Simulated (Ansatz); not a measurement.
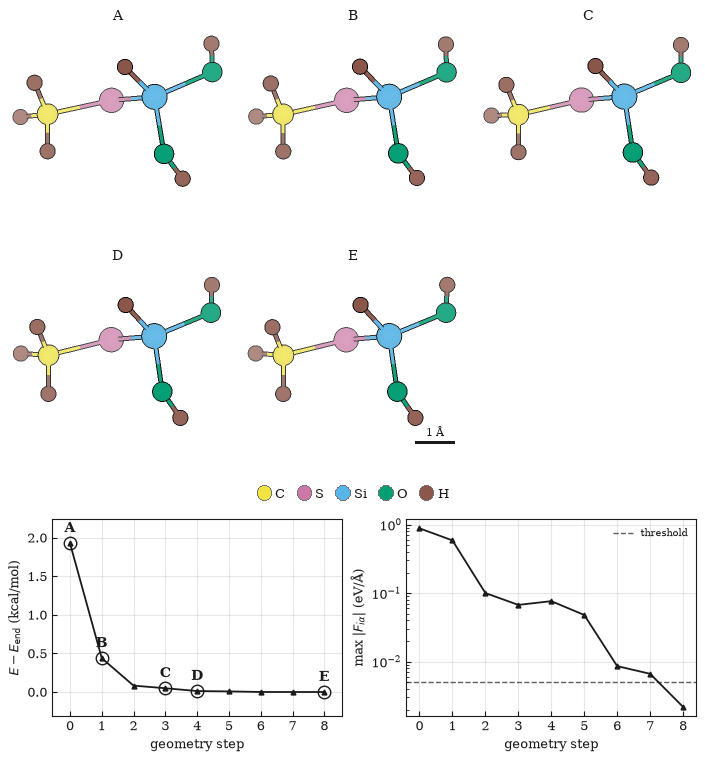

Frames of a relaxation of CH6O2SSi, marked on the history of the run. Style: ball-and-stick. Shown at a tilt.

The start comes from PBE-D4/def2-SVP.

These are results of RKS PBE0-D4/def2-TZVP (Ansatz 0.2.0), not measurements.

The input:
```yaml
crystal:
  periodic: [false, false, false]
  atoms:
    - {symbol: C, position_ang: [-1.105010, 1.502490, -0.617310]}
    - {symbol: S, position_ang: [0.112537, 0.317445, -1.323949]}
    - {symbol: Si, position_ang: [0.692451, -0.665906, 0.503567]}
    - {symbol: O, position_ang: [2.047443, -1.576024, 0.132950]}
    - {symbol: O, position_ang: [-0.465160, -1.686628, 1.137334]}
    - {symbol: H, position_ang: [-1.498246, 2.096678, -1.463016]}
    - {symbol: H, position_ang: [-1.943889, 0.968687, -0.130800]}
    - {symbol: H, position_ang: [-0.626329, 2.186756, 0.110377]}
    - {symbol: H, position_ang: [0.890987, 0.349778, 1.586340]}
    - {symbol: H, position_ang: [2.688416, -1.139510, -0.455496]}
    - {symbol: H, position_ang: [-0.727901, -2.410867, 0.540603]}
basis:
  gaussian: {orbitals: def2-TZVP}
hamiltonian: {xc: pbe0, dispersion: d4}
relax: {f_tol: 0.005, max_steps: 150}
```

Launched with:
```bash
ansatz run in.yaml --threads 4 --pin off --events-out ev --progress --plain --max-ram 10444MiB
```

**Describe the path.**

The largest move after the best rigid fit is that of H8, 0.17 Å. Largest moves by element: H 0.17 Å, O 0.07 Å, C 0.04 Å, Si 0.03 Å, S 0.02 Å. Near-neighbour distances that change, for instance: Si3–O5 1.668 → 1.632 Å, Si3–O4 1.674 → 1.638 Å, S2–Si3 2.155 → 2.125 Å, C1–S2 1.840 → 1.818 Å. Bond angles that change, for instance: Si3–O5–H11 114.2° → 117.2°, Si3–O4–H10 115.0° → 117.6°. Over 8 geometry steps the energy falls by 1.93 kcal/mol. The largest force component goes from 0.89 to 0.0022 eV/Å. The run took 34 s on 4 threads of Arm Neoverse V1 (shared host). From step 0 to 1: H8 moves most (0.04 Å), energy −1.49 kcal/mol. From step 1 to 3: H8 moves most (0.05 Å), energy −0.39 kcal/mol. From step 3 to 4: H8 moves most (0.08 Å), energy −0.04 kcal/mol. From step 4 to 8: energy −0.01 kcal/mol.
